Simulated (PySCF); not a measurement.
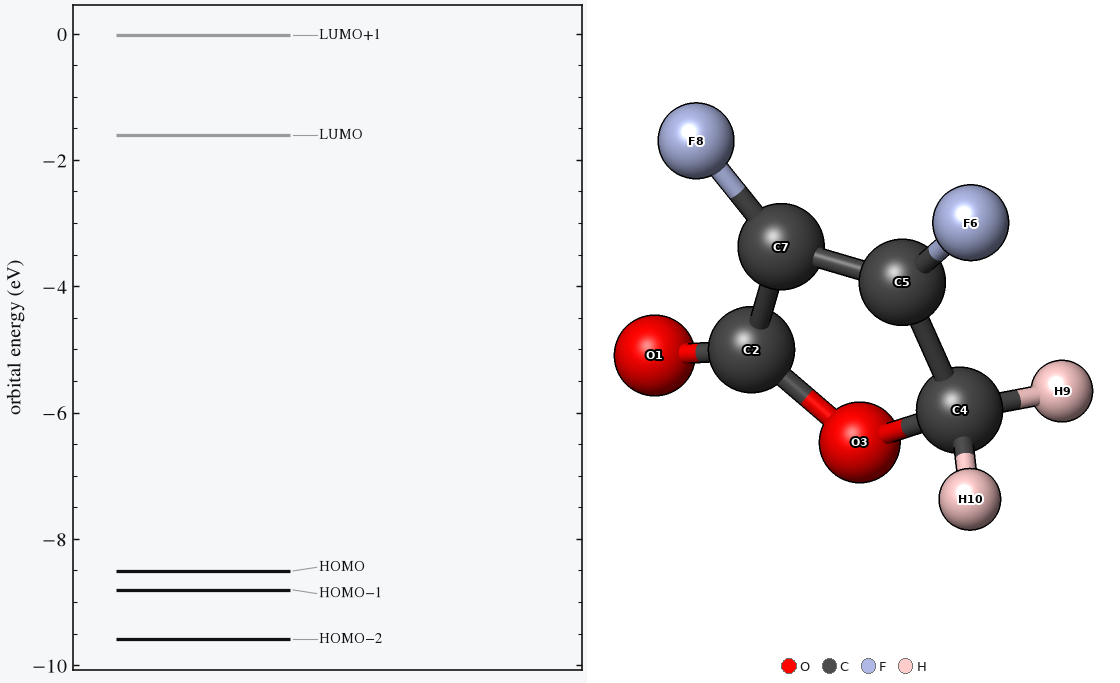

C₄H₂F₂O₂, SMILES O=C1OCC(F)=C1F. Kohn-Sham orbital energies near the frontier, PBE0/def2-SVPD, PySCF 2.14.0, at a GFN2-xTB geometry (no frequency check), isolated molecule; empty levels in grey, levels within 0.03 eV side by side.

### Where do the frontier orbitals lie?

HOMO at −8.51 eV, LUMO at −1.61 eV, 6.90 eV apart.

### On which atoms do HOMO and LUMO mostly sit?

HOMO: C7 27 %, C5 24 %, F8 13 %. LUMO: C5 25 %, C2 18 %, O1 16 % (Löwdin shares).

### List the levels with the atoms that carry most of them (a dash for levels above zero or within 0.03 eV of another, where shares mean little).

| orbital | energy (eV) | Löwdin shares |
| --- | --- | --- |
| LUMO+1 | −0.03 | C5 28 %, C7 20 %, F6 16 % |
| LUMO | −1.61 | C5 25 %, C2 18 %, O1 16 % |
| HOMO | −8.51 | C7 27 %, C5 24 %, F8 13 % |
| HOMO−1 | −8.81 | O1 64 %, C2 11 %, O3 9 % |
| HOMO−2 | −9.59 | O3 48 %, O1 22 %, C4 7 % |

Note: the tight-binding geometry is rougher than a DFT one and adds to the error; empty levels above zero depend strongly on the basis.
